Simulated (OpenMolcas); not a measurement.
## Single-point calculation of MgH (part 1 of 2)

MgH, multiplicity 2, computed with ROMP2/pcseg-0, ROHF (OpenMolcas 26.06).

The geometry comes from this level: PBE0-D4/def2-TZVP.

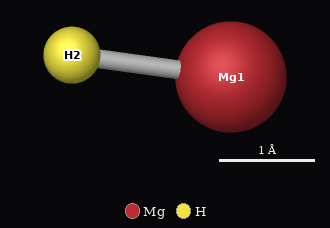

Figure 1. The input geometry (ball-and-stick view, seen at a tilt; atoms are numbered from 1 in the order of the input). Sticks mark near contacts. Bond lengths as drawn: H–Mg 1.74 Å.

Key numbers:

```json
{"quantity": "outcome", "value": "converged"}
{"quantity": "total energy", "value": "−199.883434 hartree"}
{"quantity": "SCF energy", "value": "−199.864798 hartree"}
{"quantity": "correlation energy", "value": "−0.018636 hartree"}
{"quantity": "basis functions", "value": "12"}
{"quantity": "hardware", "value": "1 thread of Arm Neoverse V1, 24 GiB of memory available, shared host"}
{"quantity": "wall time", "value": "2.5 s"}
{"quantity": "peak memory", "value": "0.37 GiB"}
```

Input:
```
&GATEWAY
 BasLib=$CurrDir
 Coord=geom.xyz
 Basis=pcseg-0
 Group=NoSym

&SEWARD

&SCF
 UHF
 Spin=2
 Thresholds=1e-10 1e-07 1e-07 1e-05
 PrOrbitals=1 1

&RASSCF
 FileOrb=$Project.UnaOrb
 Spin=2
 Nactel=1 0 0
 Inactive=6
 Ras2=1
 OutOrbitals=Canonical
 OrbListing=Nothing

&CASPT2
 IPEA=0.0
 Frozen=1
```

File geom.xyz:
```
2

Mg    -0.742670     0.243830    -0.385720
H      0.742670    -0.243830     0.385720
```

Launched with:
```bash
export MOLCAS_MEM=1860
pymolcas calc.input > calc.log
```

Log:
```
--- Start Module: gateway ---

                                              &GATEWAY

                       available to each process: 1.9 GB of memory, 1 thread

 Basis Set     1 Label: MG.PCSEG-0
 Basis set is read from library:.
 basistype.tbl is not found

 Basis Set     2 Label: H.PCSEG-0
 Basis set is read from library:.
 basistype.tbl is not found

++    Symmetry information:
      ---------------------

                    Character Table for C1

                             E
                    a        1  x, y, xy, Rz, z, xz, Ry, yz, Rx, I
--

++    Basis set information:
      ----------------------

      Basis set label: MG.PCSEG-0.........

      Electronic valence basis set:
      ------------------
      Associated Effective Charge  12.000000 au
      Associated Actual Charge     12.000000 au
      Nuclear Model: Point charge

      Shell  nPrim  nBasis  Cartesian Spherical Contaminant
         s       9       4        X
         p       5       2        X

      Basis set label: H.PCSEG-0.........

      Electronic valence basis set:
      ------------------
      Associated Effective Charge   1.000000 au
      Associated Actual Charge      1.000000 au
      Nuclear Model: Point charge

      Shell  nPrim  nBasis  Cartesian Spherical Contaminant
         s       3       2        X
--

++    Molecular structure info:
      -------------------------

                    ************************************************
                    **** Cartesian Coordinates / bohr, angstrom ****
                    ************************************************

     Center  Label                x              y              z                     x              y              z
        1      MG1             -1.403443       0.460772      -0.728905             -0.742670       0.243830      -0.385720
        2      H2               1.403443      -0.460772       0.728905              0.742670      -0.243830       0.385720
--

            Nuclear Potential Energy              3.64254651 au

--- Stop Module: gateway /rc=_RC_ALL_IS_WELL_ ---

--- Start Module: seward ---

                                              &SEWARD

                       available to each process: 1.9 GB of memory, 1 thread

               SEWARD will generate:
                  Multipole Moment integrals up to order  2
                  Kinetic Energy integrals
                  Nuclear Attraction integrals (point charge)
                  One-Electron Hamiltonian integrals
                  Velocity integrals
                  Orbital angular momentum around ( -1.2903   0.4236  -0.6701 )
                  Velocity quadrupole around ( -1.2903   0.4236  -0.6701 )
                  Two-Electron Repulsion integrals

                   Integrals are discarded if absolute value <: 1.00E-14
                   Integral cutoff threshold is set to       <: 1.00E-16

            Nuclear Potential Energy              3.64254651 au

      Basis set specifications :
      Symmetry species         a
      Basis functions           12

--- Stop Module: seward /rc=_RC_ALL_IS_WELL_ ---

--- Start Module: scf ---

                                                &SCF

                       available to each process: 1.9 GB of memory, 1 thread

++    Input section:
      --------------

      Header of the integral files:

      Cartesian coordinates in angstrom:
      -----------------------------------------------------
      No.  Label        X            Y            Z
      -----------------------------------------------------
       1   MG1       -0.74267000   0.24383000  -0.38572000
       2   H2         0.74267000  -0.24383000   0.38572000
      -----------------------------------------------------
      Nuclear repulsion energy =    3.64254651
--

++    Orbital specifications:
      -----------------------

      Symmetry species               1
                                     a
      Frozen orbitals                0
      Occupied orbitals alpha        7
      Occupied orbitals beta         6
      Secondary orbitals alpha       5
      Secondary orbitals beta        6
      Deleted orbitals               0
      Total number of orbitals      12
      Number of basis functions     12
--

      Molecular charge                           0.000

++    Optimization specifications:
      ----------------------------

      SCF Algorithm: Conventional USCF
      D(i)-D(i-1) density differences are used
      Number of density matrices in core                 5
      Maximum number of NDDO SCF iterations            400
      Maximum number of HF SCF iterations              400
      Threshold for SCF energy change             1.00E-10
      Threshold for density matrix                1.00E-07
      Threshold for Fock matrix                   1.00E-07
      Threshold for linear dependence             1.00E-09
      Threshold at which DIIS is turned on        1.50E-01
      Maximum depth in the DIIS procedure                5
      Maximum depth in the BFGS Hessian update          30
      Threshold at which QNR/C2DIIS is turned on  7.50E-02
      Threshold for Norm(delta) (QNR/C2DIIS)      1.00E-05
      All orbitals punched on: UHFORB
--

      Input vectors read from INPORB
      Orbital file label: *Guess orbitals

++ Convergence information
                               UHF SCF        iterations: Energy and convergence statistics

Iter     Tot. SCF        One-elec.       Two-elec.     Energy      Max Dij or  Max Fij      DNorm      TNorm      AccCon     Time
         Energy          Energy          Energy        Change      Delta Norm                                                in Sec.
   1  -199.713823189  -286.202693647    82.846323947   0.00E+00    4.17E-01*   2.45E-01*    5.60E+00   3.91E+01   None         0.
   2  -199.860665019  -286.486767273    82.983555743  -1.47E-01*   9.76E-02*   2.43E-02*    1.27E+00   3.91E+01   EDIIS        0.
   3  -199.865229702  -286.530027555    83.022251342  -4.56E-03*   3.38E-02*   2.02E-02*    2.79E-01   3.91E+01   c2DIIS       0.
   4  -199.866405066  -286.559466211    83.050514635  -1.18E-03*   1.98E-02*   3.24E-03*    7.11E-02   3.91E+01   QNRc2DIIS    0.
   5  -199.866478843  -286.560177490    83.051152136  -7.38E-05*   4.05E-02*   2.07E-03*    2.78E-02   3.91E+01   QNRc2DIIS    0.
   6  -199.866544837  -286.563085103    83.053993755  -6.60E-05*   4.69E-03*   8.99E-04*    5.27E-02   3.91E+01   QNRc2DIIS    0.
   7  -199.866548799  -286.563664571    83.054569261  -3.96E-06*   5.77E-03*   5.76E-04*    7.29E-03   3.91E+01   QNRc2DIIS    0.
   8  -199.866551312  -286.563747286    83.054649464  -2.51E-06*   3.05E-04*   3.19E-05*    1.10E-02   3.91E+01   QNRc2DIIS    0.
   9  -199.866551318  -286.563535813    83.054437984  -6.36E-09*   7.00E-05*   5.76E-06*    7.08E-04   3.91E+01   QNRc2DIIS    0.
  10  -199.866551318  -286.563540754    83.054442925  -2.82E-10*   6.96E-06    8.71E-07*    1.28E-04   3.91E+01   QNRc2DIIS    0.
  11  -199.866551318  -286.563546227    83.054448398  -5.85E-12    6.90E-07    1.26E-07*    1.78E-05   3.91E+01   QNRc2DIIS    0.
  12  -199.866551318  -286.563545910    83.054448080   0.00E+00    4.61E-07    4.35E-08     1.91E-06   3.91E+01   QNRc2DIIS    0.

       Convergence after  12 Iterations
--

 *****************************************************************************************************************************
 *                                             SCF/KS-DFT Program, Final results                                             *
 *                                                       Final Results                                                       *
 *****************************************************************************************************************************

::    Total SCF energy                               -199.8665513182
      One-electron energy                            -286.5635459096
      Two-electron energy                              83.0544480802
      Nuclear repulsion energy                          3.6425465112
      Kinetic energy (interpolated)                   199.7119435595
      Virial theorem                                    1.0007741538
      Total spin, S(S+1)                                0.7611184444
      Total spin, S                                     0.5055438550
      Max non-diagonal density matrix element           0.0000003745
      Max non-diagonal Fock matrix element              0.0000000337

      All orbitals with orbital energies smaller than  E(LUMO)+0.5 are printed

++    Molecular orbitals:
      -------------------

      Title: UHF orbitals (alpha)

      Molecular orbitals for symmetry species 1: a

          Orbital            1         2         3         4         5         6         7         8         9        10
          Energy          -49.0584   -3.7359   -2.3177   -2.3153   -2.3153   -0.4070   -0.2476    0.1529    0.1750    0.1750
          Occ. No.          1.0000    1.0000    1.0000    1.0000    1.0000    1.0000    1.0000    0.0000    0.0000    0.0000

          Orbital           11
          Energy            0.3279
          Occ. No.          0.0000

--

      All orbitals with orbital energies smaller than  E(LUMO)+0.5 are printed

++    Molecular orbitals:
      -------------------

      Title: UHF orbitals (beta)

      Molecular orbitals for symmetry species 1: a

          Orbital            1         2         3         4         5         6         7         8         9        10
          Energy          -49.0537   -3.7270   -2.3121   -2.3121   -2.3084   -0.3441    0.0370    0.1985    0.2172    0.2172
          Occ. No.          1.0000    1.0000    1.0000    1.0000    1.0000    1.0000    0.0000    0.0000    0.0000    0.0000

          Orbital           11
          Energy            0.3742
          Occ. No.          0.0000

--

++    Molecular charges:
      ------------------

      Mulliken charges per centre and basis function type
      ---------------------------------------------------

                            MG1                     H2
                     alpha        beta       alpha        beta
      1s           2.9109      2.3142      0.8413      0.5953
      2px          1.1799      1.0656      0.0000      0.0000
      2pz          1.0485      1.0177      0.0000      0.0000
      2py          1.0194      1.0071      0.0000      0.0000
      Total        6.1587      5.4047      0.8413      0.5953
      Total             11.5634                  1.4366

      Charge            0.4366                 -0.4366

      Total electronic charge=   13.000000

      Total            charge=   -0.000000
--

++    Molecular orbitals:
      -------------------

      Title: Natural orbitals

      Molecular orbitals for symmetry species 1: a

          Orbital            1         2         3         4         5         6         7         8         9        10
          Energy          -49.0560   -3.6526   -2.3918   -2.3137   -2.3137   -0.3733   -0.0930    0.4664    0.1961    0.1961
          Occ. No.          2.0000    2.0000    2.0000    2.0000    2.0000    1.9944    1.0000    0.0056    0.0000    0.0000

          Orbital           11        12
          Energy            0.2268    0.7786
          Occ. No.          0.0000    0.0000

--

++    Molecular properties:
      ---------------------

      Charge (e):
                      =   -0.0000
      Dipole Moment (debye):
      Origin of the operator (angstrom)=   -0.6828    0.2242   -0.3546
                   X= -2.4162E+00               Y=  7.9328E-01               Z= -1.2549E+00           Total=  2.8359E+00
      Quadrupole Moment (debye*angstrom):
      Origin of the operator (angstrom)=   -0.6828    0.2242   -0.3546
                  XX= -1.6852E+01              XY=  1.7056E+00              XZ= -2.6982E+00              YY= -1.2217E+01
                  YZ=  8.8585E-01              ZZ= -1.3058E+01
      In traceless form (debye*angstrom)
                  XX= -4.2144E+00              XY=  2.5584E+00              XZ= -4.0473E+00              YY=  2.7382E+00
                  YZ=  1.3288E+00              ZZ=  1.4762E+00
--

--- Stop Module: scf /rc=_RC_ALL_IS_WELL_ ---

--- Start Module: rasscf ---

                                              &RASSCF

                       available to each process: 1.9 GB of memory, 1 thread

      Header of the ONEINT file:
      --------------------------

      OrdInt status: non-squared

      Cartesian coordinates in angstrom:
      -----------------------------------------------------
      No.  Label        X            Y            Z
      -----------------------------------------------------
       1   MG1       -0.74267000   0.24383000  -0.38572000
       2   H2         0.74267000  -0.24383000   0.38572000
      -----------------------------------------------------
      Nuclear repulsion energy =    3.64254651

++    Wave function specifications:
      -----------------------------
```
